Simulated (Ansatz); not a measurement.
## What a change does: single-point calculation on PHF

System: PHF, multiplicity 4.
Method of run A: UHF/aug-cc-pVTZ (Ansatz 0.2.0).

Text and figures count atoms from 1; the logs count them from 0 in places.

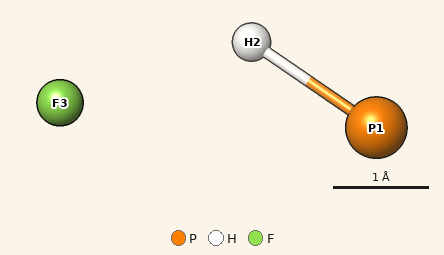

Fig. 1: The structure as given in the input (ball-and-stick view, seen at a tilt; atoms are numbered from 1 in the order of the input). Bond lengths as drawn: H–P 1.65 Å.

### Input, run A
```yaml
crystal:
  periodic: [false, false, false]
  atoms:
    - { symbol: P, position_ang: [-1.65, 0.0, 0.0] }
    - { symbol: H, position_ang: [0.0, 0.0, 0.0] }
    - { symbol: F, position_ang: [1.0995, 1.90439, 0.0] }
magnetization:
  spin_polarized: true
  initial_magnetization: 3
basis:
  gaussian: { orbitals: aug-cc-pVTZ }
hamiltonian:
  xc: hf
output:
  forces: true
```

Command:
```bash
ansatz run input.yaml --threads 1 --pin off --max-ram 2560MiB --backend cpu --events-out ev --progress --plain --runs-dir out
```

Hardware: 1 thread of Arm Neoverse N1, 98 GiB of memory available, shared host.

### Output (run A)
```
Engine: ansatz 0.2.0, aarch64-unknown-linux-gnu
Functional definition: HF
  exchange = exact_x
  correlation = 0
717 factors; their error is unknown
mean field evaluation 1: about -11984.8012 eV, gradient 2.6e1 eV
mean field evaluation 2: about -11985.3479 eV, gradient 3.8e1 eV
mean field evaluation 4: about -11990.3429 eV, gradient 7.4e0 eV
mean field evaluation 8: about -11991.5127 eV, gradient 3.4e-1 eV
mean field evaluation 16: about -11991.6940 eV, gradient 1.1e-2 eV
mean field evaluation 32: about -11991.6488 eV, gradient 1.1e-1 eV
mean field evaluation 64: about -11991.6340 eV, gradient 1.8e0 eV
mean field evaluation 96: about -11991.5993 eV, gradient 1.4e-1 eV
mean field evaluation 128: about -11991.5973 eV, gradient 3.8e-2 eV
mean field evaluation 160: about -11986.1176 eV, gradient 4.8e0 eV
mean field evaluation 192: about -11991.5145 eV, gradient 1.3e-1 eV
mean field -11991.69399522 eV, -440.6866260621 hartree, gradient 4.8e-6 eV, S^2 3.783752; 4 other end points of the search recorded, 0 dependent functions left out
the calculation of the forces begins
reference -11991.69399522 eV, -440.6866260621 hartree; 14, 11 occupied and 105, 108 virtual orbitals, 717 factors
Total energy: -11991.69399522 eV, -440.6866260621 hartree
Atom 0 at    -1.650000     0.000000     0.000000 Å, force     2.979447    -0.049109    -0.000000 eV/Å
Atom 1 at     0.000000     0.000000     0.000000 Å, force    -3.114618    -0.111316     0.000000 eV/Å
Atom 2 at     1.099500     1.904390     0.000000 Å, force     0.135171     0.160425     0.000000 eV/Å
Dipole moment:     0.015084    -0.005549     0.000000 e Å
```

The input of run B differs as follows (lines with − go, lines with + come):
```diff
-    - { symbol: P, position_ang: [-1.65, 0.0, 0.0] }
+    - { symbol: P, position_ang: [-2.449, 0.0, 0.0] }
-    - { symbol: F, position_ang: [1.0995, 1.90439, 0.0] }
+    - { symbol: F, position_ang: [0.496, 0.859097, 0.0] }
```

What does this change do to the results?

With the same method and basis, run B lies 48.6 kcal/mol lower. The largest force goes from 3.117 to 4.686 eV/Å. On the same kind of shared host run B took about 0.16 times as long.

### Output (run B)
```
Engine: ansatz 0.2.0, aarch64-unknown-linux-gnu
Functional definition: HF
  exchange = exact_x
  correlation = 0
717 factors; their error is unknown
mean field evaluation 1: about -11991.9639 eV, gradient 1.7e1 eV
mean field evaluation 2: about -11993.1590 eV, gradient 1.2e1 eV
mean field evaluation 4: about -11993.5992 eV, gradient 1.1e0 eV
mean field evaluation 8: about -11993.6188 eV, gradient 8.6e-2 eV
mean field -11993.80053525 eV, -440.7640399803 hartree, gradient 1.3e-5 eV, S^2 3.750888; 0 other end points of the search recorded, 0 dependent functions left out
the calculation of the forces begins
reference -11993.80053525 eV, -440.7640399803 hartree; 14, 11 occupied and 105, 108 virtual orbitals, 717 factors
Total energy: -11993.80053525 eV, -440.7640399803 hartree
Atom 0 at    -2.449000     0.000000     0.000000 Å, force    -0.440395    -0.095009     0.000000 eV/Å
Atom 1 at     0.000000     0.000000     0.000000 Å, force     2.428255     4.007190     0.000000 eV/Å
Atom 2 at     0.496000     0.859097     0.000000 Å, force    -1.987861    -3.912181    -0.000000 eV/Å
Dipole moment:    -0.289434    -0.317728    -0.000000 e Å
```

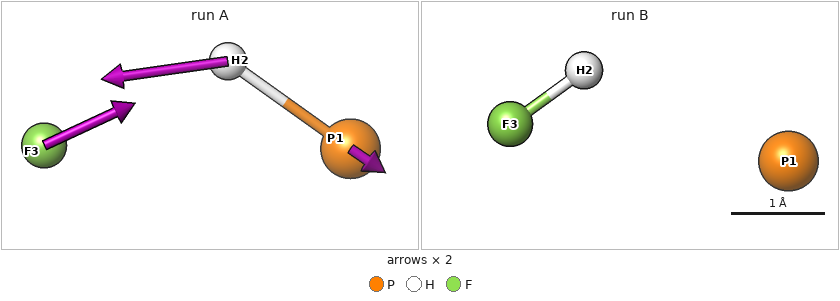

Fig. 2: The two input geometries at one scale (ball-and-stick view, seen at a tilt). The pink arrows on the first give the shifts of the atoms after the best rigid fit, magnified 2 times. The atom that moves furthest after the best rigid fit is H2 (0.70 Å). By element the largest moves are H 0.70 Å, F 0.55 Å, P 0.24 Å. Among the contacts that change: H2–F3 2.199 → 0.992 Å, P1–H2 1.650 → 2.449 Å.

### The two runs side by side

```csv
quantity,run A,run B
outcome,converged,converged
total energy (hartree),−440.686626,−440.764040
⟨S²⟩,3.784,3.751
largest force (eV/Å),3.117,4.686
basis functions,119,119
wall time (shared host),14 s,2.3 s
```
